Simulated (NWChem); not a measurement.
**the pair GaH3···SiH2SO: a chain of runs**

Wanted: a single-point energy (singlet GaSiH5SO, revPBE-D3(0)/3-21G), then a single-point energy (singlet GaH3, revPBE-D3(0)/3-21G), then a single-point energy (singlet SiH2SO, revPBE-D3(0)/3-21G), then a single-point energy (singlet GaH3, revPBE-D3(0)/3-21G), then a single-point energy (singlet SiH2SO, revPBE-D3(0)/3-21G) of GaH5OSSi and its partners. 

Program for the calculation: NWChem 7.3.0.

## Step 1: The system as given

The species is GaSiH5SO (9 atoms), meant as a singlet with charge 0. The two molecules were placed rigidly side by side, at 1.3 times their contact distance; the pair isn't optimised.

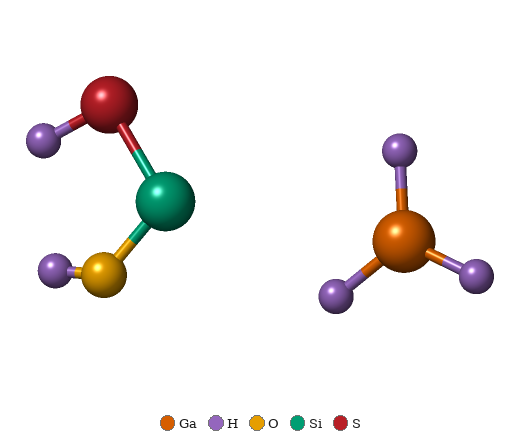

Viewed from a chosen angle; gallium orange, hydrogen purple, oxygen amber, silicon teal, sulfur red.

## Step 2: A single-point energy at revPBE-D3(0)/3-21G (run 1)

File geom.nw:

```
start geom
memory total 2200 mb

geometry units atomic noautosym nocenter noautoz
  Ga  -0.00081258   0.00028346   0.00090707
  H    2.34057698   0.67812822   1.68710969
  H   -1.06943381  -2.76419689  -0.00873053
  H   -1.27031170   2.08578521  -1.67924843
  O   -9.04980392  -3.07328049   5.85153694
  Si  -8.32944033  -0.14140821   5.10127788
  S  -10.95479904   0.80661070   2.08177899
  H  -10.37070359  -4.00979097   5.03183044
  H  -12.23643019  -1.38424328   1.91837437
end

basis spherical bse
  * library 3-21G
end

dft
  xc revpbe cpbe96
  mult 1
  disp vdw 3
  grid fine
  convergence energy 1e-08
  maxiter 100
  mulliken
  print low
end

task dft energy
```

Started as:

```console
$ nwchem geom.nw > geom.out
```

The program printed:

```text
[...]
 d= 0,ls=0.0,diis     1  -2676.9166526570 -2.97D+03  2.87D-02  7.69D-01     1.5
[...]
 d= 0,ls=0.0,diis    12  -2677.0235525197 -2.98D-10  8.97D-08  7.10D-12    12.6
         Total DFT energy =    -2677.023552519705
      One electron energy =    -4311.090762450267
           Coulomb energy =     1472.863260873799
    Exchange-Corr. energy =     -131.613340911737
 Nuclear repulsion energy =      292.821438486014
    Dispersion correction =       -0.004148517514
[...]
      Total Density - Mulliken Population Analysis
     ---------------------------------------------
    Atom       Charge   Shell Charges
 -----------   ------   -------------------------------------------------------
    1 Ga  31    30.68   2.00  2.00  6.00  1.99  5.95  0.96  1.20  0.30  0.37  9.91
    2 H    1     1.11   0.41  0.69
    3 H    1     1.11   0.41  0.70
    4 H    1     1.10   0.41  0.69
    5 O    8     8.65   1.98  0.42  2.13  1.47  2.64
    6 Si  14    13.39   2.00  1.98  5.84  0.87  1.20  0.96  0.54
    7 S   16    16.40   2.00  1.96  5.87  1.04  2.50  0.98  2.05
    8 H    1     0.63   0.44  0.19
    9 H    1     0.93   0.45  0.47
[...]
```

Wall time 13 s (1 thread of Intel Xeon Platinum 8175M at 2.50GHz (Skylake/Cascade Lake), shared host); peak memory 0.13 GiB.

## Step 3: GaH3: a single-point energy at revPBE-D3(0)/3-21G (run 2)

File job.nw:

```
start job
memory stack 880 mb heap 220 mb global 1100 mb
geometry units angstrom noautosym nocenter noautoz
 Ga      -0.000430       0.000150       0.000480
 H        1.238580       0.358850       0.892780
 H       -0.565920      -1.462750      -0.004620
 H       -0.672220       1.103750      -0.888620
end
basis spherical bse
 * library 3-21G
end
dft
 xc revpbe cpbe96
 disp vdw 3
 grid fine
 convergence energy 1e-08
 maxiter 100
 mulliken
 print low
end
task dft energy
```

Started as:

```console
$ nwchem job.nw > job.out
```

The program printed:

```text
[...]
 d= 0,ls=0.0,diis     1  -1916.9683825984 -1.95D+03  2.29D-02  8.03D-02     0.4
[...]
 d= 0,ls=0.0,diis     6  -1916.9881269180 -1.21D-09  4.29D-07  4.69D-11     1.7
         Total DFT energy =    -1916.988126918005
      One electron energy =    -2739.628711752183
           Coulomb energy =      866.639672723744
    Exchange-Corr. energy =      -75.960965321287
 Nuclear repulsion energy =       31.962560659541
    Dispersion correction =       -0.000683227820
[...]
      Total Density - Mulliken Population Analysis
     ---------------------------------------------
    Atom       Charge   Shell Charges
 -----------   ------   -------------------------------------------------------
    1 Ga  31    30.68   2.00  2.00  6.00  1.99  5.95  0.96  1.20  0.30  0.37  9.91
    2 H    1     1.11   0.41  0.69
    3 H    1     1.11   0.41  0.69
    4 H    1     1.11   0.41  0.69
[...]
```

Run time: 2.2 s. Hardware: 1 thread of Intel Xeon Platinum 8175M at 2.50GHz (Skylake/Cascade Lake), shared host; peak memory 0.12 GiB.

## Step 4: SiH2SO: a single-point energy at revPBE-D3(0)/3-21G (run 3)

File test.nw:

```
start test
title "H2OSSi"
memory 2200 mb

geometry units au noautosym nocenter noautoz
O     -9.04980392    -3.07328049     5.85153694
Si    -8.32944033    -0.14140821     5.10127788
S    -10.95479904     0.80661070     2.08177899
H    -10.37070359    -4.00979097     5.03183044
H    -12.23643019    -1.38424328     1.91837437
end

basis "ao basis" spherical bse
* library 3-21G
end

dft
xc revpbe cpbe96
disp vdw 3
grid fine
convergence energy 1e-08
maxiter 100
mulliken
print low
end

task dft energy
```

Started as:

```console
$ nwchem test.nw > test.out
```

The program printed:

```text
[...]
 d= 0,ls=0.0,diis     1   -759.9467581735 -8.94D+02  4.63D-02  6.88D-01     0.6
[...]
 d= 0,ls=0.0,diis    12   -760.0333073311 -2.84D-10  1.62D-07  3.75D-12     4.4
         Total DFT energy =     -760.033307331107
      One electron energy =    -1317.637702711280
           Coulomb energy =      479.331415470526
    Exchange-Corr. energy =      -55.655866925608
 Nuclear repulsion energy =      133.931548546523
    Dispersion correction =       -0.002701711269
[...]
      Total Density - Mulliken Population Analysis
     ---------------------------------------------
    Atom       Charge   Shell Charges
 -----------   ------   -------------------------------------------------------
    1 O    8     8.65   1.98  0.42  2.13  1.47  2.64
    2 Si  14    13.38   2.00  1.98  5.84  0.87  1.20  0.97  0.53
    3 S   16    16.40   2.00  1.96  5.87  1.04  2.50  0.98  2.06
    4 H    1     0.63   0.44  0.19
    5 H    1     0.93   0.45  0.47
[...]
```

It took 5.1 s on 1 thread of Intel Xeon Platinum 8175M at 2.50GHz (Skylake/Cascade Lake), shared host; peak memory 0.12 GiB.

## Step 5: GaH3 among ghost functions: the energy at revPBE-D3(0)/3-21G (with ghost functions) (run 4)

File input.nw:

```
start input
memory stack 880 mb heap 220 mb global 1100 mb
geometry units angstrom noautosym nocenter noautoz
   Ga   -0.000430    0.000150    0.000480
   H     1.238580    0.358850    0.892780
   H    -0.565920   -1.462750   -0.004620
   H    -0.672220    1.103750   -0.888620
   bqO     -4.788950    -1.626310     3.096500
   bqSi    -4.407750    -0.074830     2.699480
   bqS     -5.797030     0.426840     1.101630
   bqH     -5.487940    -2.121890     2.662730
   bqH     -6.475240    -0.732510     1.015160
end
basis spherical bse
   Ga library 3-21G
   H library 3-21G
   bqO library O 3-21G
   bqSi library Si 3-21G
   bqS library S 3-21G
   bqH library H 3-21G
end
dft
   xc revpbe cpbe96
   mult 1
   disp vdw 3
   grid fine
   convergence energy 1e-08
   maxiter 100
   mulliken
   noprint "final vectors analysis"
end
task dft energy
```

Started as:

```console
$ nwchem input.nw > input.out
```

The program printed:

```text
[...]
          Wavefunction type:  closed shell.
          No. of atoms     :     9
          No. of electrons :    34
[...]
          Charge           :     0
          Spin multiplicity:     1
[...]
          AO basis - number of functions:    67
[...]
              XC Information
              --------------
                        RevPBE Exchange Functional  1.000
            Perdew 1991 LDA Correlation Functional  1.000 local
           PerdewBurkeErnz. Correlation Functional  1.000 non-local
[...]
 d= 0,ls=0.0,diis     1  -1916.9686330334 -1.95D+03  9.58D-03  8.04D-02     1.3
[...]
 d= 0,ls=0.0,diis     6  -1916.9883747769 -1.16D-09  1.92D-07  5.05D-11     5.9
         Total DFT energy =    -1916.988374776905
      One electron energy =    -2739.622405431091
           Coulomb energy =      866.632634161618
    Exchange-Corr. energy =      -75.960480939153
 Nuclear repulsion energy =       31.962560659541
    Dispersion correction =       -0.000683227820
[...]
      Total Density - Mulliken Population Analysis
     ---------------------------------------------
    Atom       Charge   Shell Charges
 -----------   ------   -------------------------------------------------------
    1 Ga  31    30.68   2.00  2.00  6.00  1.99  5.95  0.96  1.20  0.30  0.36  9.91
    2 H    1     1.11   0.41  0.69
    3 H    1     1.11   0.41  0.69
    4 H    1     1.11   0.41  0.69
    5 X    0    -0.00  -0.00  0.00 -0.00 -0.00 -0.00
    6 X    0    -0.00   0.00  0.00 -0.00 -0.00 -0.00 -0.00 -0.00
    7 X    0     0.00   0.00  0.00 -0.00 -0.00  0.00  0.00 -0.00
    8 X    0    -0.00  -0.00 -0.00
    9 X    0     0.00  -0.00  0.00
[...]
```

Run time: 6.6 s. Hardware: 1 thread of Intel Xeon Platinum 8175M at 2.50GHz (Skylake/Cascade Lake), shared host; peak memory 0.13 GiB.

## Step 6: SiH2SO among ghost functions: the energy at revPBE-D3(0)/3-21G (with ghost functions) (run 5)

File run.nw:

```
start run
title "H2OSSi"
memory 2200 mb
geometry units atomic noautosym nocenter noautoz
  O  -9.04980392 -3.07328049  5.85153694
  Si -8.32944033 -0.14140821  5.10127788
  S  -10.95479904  0.80661070  2.08177899
  H  -10.37070359 -4.00979097  5.03183044
  H  -12.23643019 -1.38424328  1.91837437
  bqGa    -0.000813     0.000283     0.000907
  bqH      2.340577     0.678128     1.687110
  bqH     -1.069434    -2.764197    -0.008731
  bqH     -1.270312     2.085785    -1.679248
end
basis "ao basis" spherical bse
  O library 3-21G
  Si library 3-21G
  S library 3-21G
  H library 3-21G
  bqGa library Ga 3-21G
  bqH library H 3-21G
end
dft
  xc revpbe cpbe96
  mult 1
  disp vdw 3
  grid fine
  convergence energy 1e-08
  iterations 100
  mulliken
  print low
end
task dft
```

Started as:

```console
$ nwchem run.nw > run.out
```

The program printed:

```text
[...]
 d= 0,ls=0.0,diis     1   -759.9473285968 -8.94D+02  2.70D-02  6.87D-01     2.7
[...]
 d= 0,ls=0.0,diis    12   -760.0338771774 -2.81D-10  9.31D-08  3.76D-12    15.3
         Total DFT energy =     -760.033877177406
      One electron energy =    -1317.621653529713
           Coulomb energy =      479.313376025445
    Exchange-Corr. energy =      -55.654446508392
 Nuclear repulsion energy =      133.931548546523
    Dispersion correction =       -0.002701711269
[...]
      Total Density - Mulliken Population Analysis
     ---------------------------------------------
    Atom       Charge   Shell Charges
 -----------   ------   -------------------------------------------------------
    1 O    8     8.65   1.98  0.42  2.13  1.47  2.64
    2 Si  14    13.38   2.00  1.98  5.84  0.87  1.20  0.96  0.53
    3 S   16    16.40   2.00  1.96  5.87  1.04  2.50  0.98  2.06
    4 H    1     0.63   0.44  0.19
    5 H    1     0.93   0.45  0.47
    6 X    0     0.00  -0.00 -0.00 -0.00 -0.00 -0.00 -0.00 -0.00  0.00  0.00 -0.00
    7 X    0    -0.00   0.00 -0.00
    8 X    0    -0.00  -0.00 -0.00
    9 X    0    -0.00   0.00 -0.00
[...]
```

Run time: 16 s. Hardware: 1 thread of Intel Xeon Platinum 8175M at 2.50GHz (Skylake/Cascade Lake), shared host; peak memory 0.13 GiB.

## Step 7: What came out

```
                                                                                                                  quantity           value
                                                                                   run 1, revPBE-D3(0)/3-21G: total energy  -2677.02355 Eh
                                                                              run 1, revPBE-D3(0)/3-21G: dispersion energy   -10.89 kJ/mol
                                                                                                        GaH3: total energy  -1916.98813 Eh
                                                                                                   GaH3: dispersion energy    -1.79 kJ/mol
                                                                                                      SiH2SO: total energy   -760.03331 Eh
                                                                                                 SiH2SO: dispersion energy    -7.09 kJ/mol
                                                                                  GaH3 among ghost functions: total energy  -1916.98837 Eh
                                                                                 GaH3 among ghost functions: dipole moment          0.00 D
                                                                             GaH3 among ghost functions: dispersion energy    -1.79 kJ/mol
                                                                                SiH2SO among ghost functions: total energy   -760.03388 Eh
                                                                           SiH2SO among ghost functions: dispersion energy    -7.09 kJ/mol
              interaction energy of the rigid parts GaH3 and SiH2SO (parts in their own basis; closest atoms 4.90 Å apart)       -0.058 eV
interaction energy of the rigid parts GaH3 and SiH2SO (parts in the whole basis, counterpoise; closest atoms 4.90 Å apart)       -0.035 eV
```

In words: The interaction energy of the rigid parts GaH3 and SiH2SO (parts in their own basis; closest atoms 4.90 Å apart) is −0.06 eV (−1.3 kcal/mol): the parts attract. Without counterpoise this holds the superposition error of the basis. The interaction energy of the rigid parts GaH3 and SiH2SO (parts in the whole basis, counterpoise; closest atoms 4.90 Å apart) is −0.04 eV (−3.4 kJ/mol): the parts attract. The basis-set superposition error is 2.1 kJ/mol. Mulliken charges (run 1, revPBE-D3(0)/3-21G) run from -0.65 on O5 to +0.61 on Si6. Mulliken charges (SiH2SO) run from -0.65 on O1 to +0.62 on Si2; they depend strongly on the basis.
